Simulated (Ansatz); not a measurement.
**C$_{2}$H$_{2}$AlFTe (SMILES C=[C]1[Te][Al]1[F]): density, localisation and related maps**

Input file:

```
crystal:
  periodic: [false, false, false]
  atoms:
    - {symbol: C, position_ang: [0.953172, -0.367616, 1.024314]}
    - {symbol: C, position_ang: [0.080451, -0.120268, 0.064539]}
    - {symbol: Te, position_ang: [-0.954847, -1.656663, -1.227560]}
    - {symbol: Al, position_ang: [-1.053816, 0.770243, -1.134703]}
    - {symbol: F, position_ang: [-1.629529, 2.209610, -1.660209]}
    - {symbol: H, position_ang: [1.386192, 0.461189, 1.580698]}
    - {symbol: H, position_ang: [1.279677, -1.364395, 1.307223]}
basis:
  gaussian: {orbitals: def2-TZVPP}
hamiltonian: {xc: pbe0, dispersion: d4}
output: {orbitals: {seedname: orbitals}}
```

Run with:

```sh
ansatz run in.yaml --threads 4 --pin off --events-out ev --progress --plain --max-ram 10444MiB
```

Geometry: PBE0-D4/def2-TZVP; core potentials replace the inner electrons of Te.

Method: RKS PBE0-D4/def2-TZVPP in Ansatz 0.2.0.

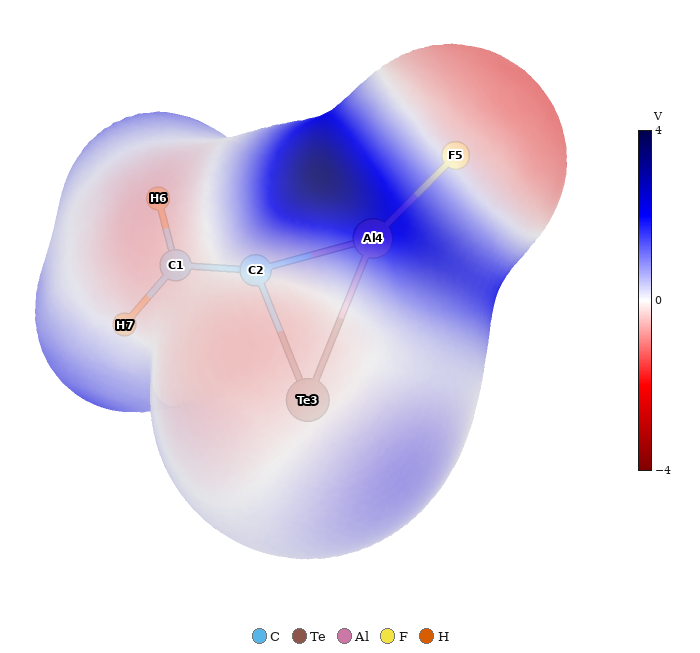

Figure 1. The molecular electrostatic potential painted on the density surface at 0.002 e/bohr³, seen at a tilt; the colour scale runs from red (negative) to blue (positive).

Question: Describe the electrostatic potential map.

Answer: The most negative region (about −0.9 V, or −21 kcal/mol for a unit charge) lies over F5, the most positive (about +3.5 V, or +81 kcal/mol for a unit charge) over Al4.

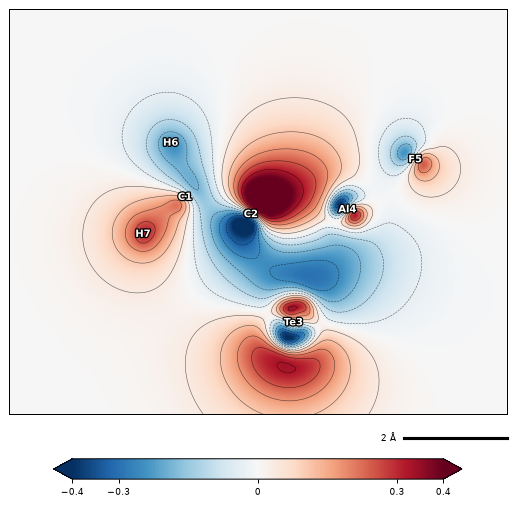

Figure 2. The HOMO−1 on the molecular plane (values in Å⁻³ᐟ²; the overall sign is arbitrary).

Question: Describe this orbital and give its energy.

Answer: It lies mainly on Te3 (about 45 %), C2 (about 30 %) and Al4 (about 15 %); it is symmetric in the molecular plane (an in-plane orbital: σ, lone-pair or in-plane π type). Its energy is −7.27 eV.

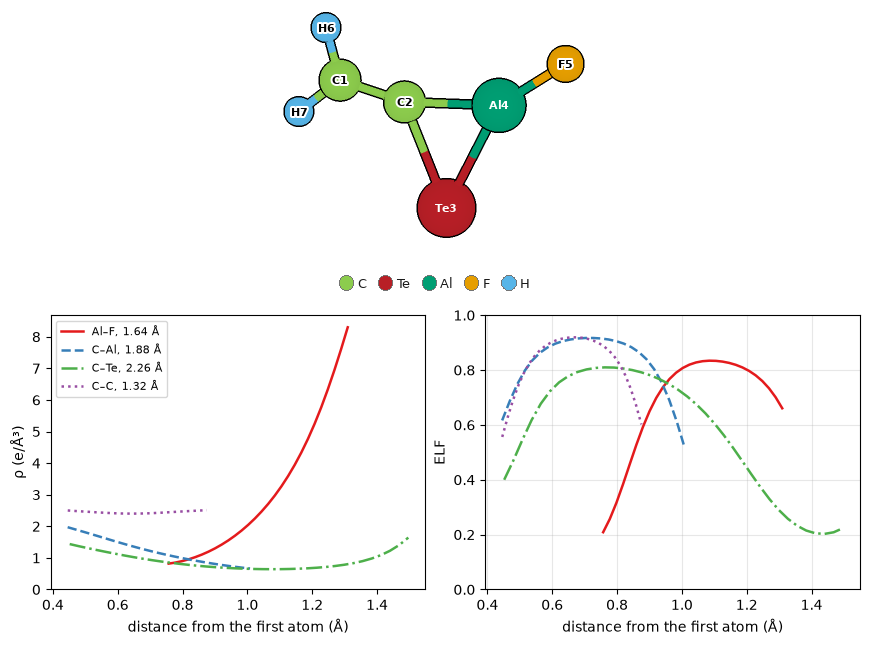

Figure 3. Electron density and electron localisation function along straight lines between neighbouring atoms. The curves leave out the atomic cores. The structure is drawn too.

Question: Compare the contacts.

Answer: Al–F (1.64 Å): ρ is about 0.95 e/Å³ halfway; the ELF peaks at about 0.85 in the valence shell of F, 0.6 Å from its nucleus, and is about 0.40 at the midpoint.
C–Al (1.88 Å): the density is about 0.75 e/Å³ at the midpoint; the ELF peaks at about 0.90 in the valence shell of C, 0.7 Å from its nucleus, and is about 0.75 at the midpoint.
C–Te (2.26 Å): the density is about 0.65 e/Å³ at the midpoint; the ELF peaks at about 0.80 between the atoms: localised, covalent bonding.
C–C (1.32 Å): the density is about 2.4 e/Å³ at the midpoint; the ELF peaks at about 0.90 between the atoms: a short, multiple covalent bond.

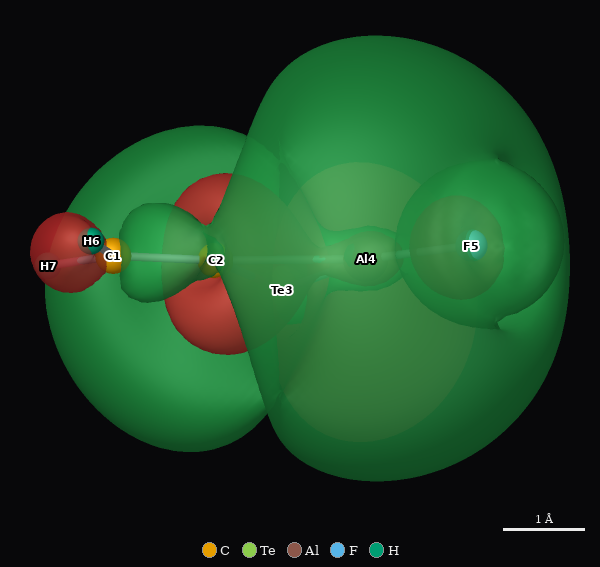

Figure 4. The LUMO at ±0.04 Å⁻³ᐟ² (green and red are the two phases), seen from one side.

Question: Where does this orbital lie, and at what energy?

Answer: By Hirshfeld shares it lies mainly on Al4 (about 40 %), Te3 (about 40 %), C2 (about 10 %) and F5 (about 5 %); it is symmetric in the molecular plane (an in-plane orbital: σ, lone-pair or in-plane π type). Its energy is −2.02 eV.
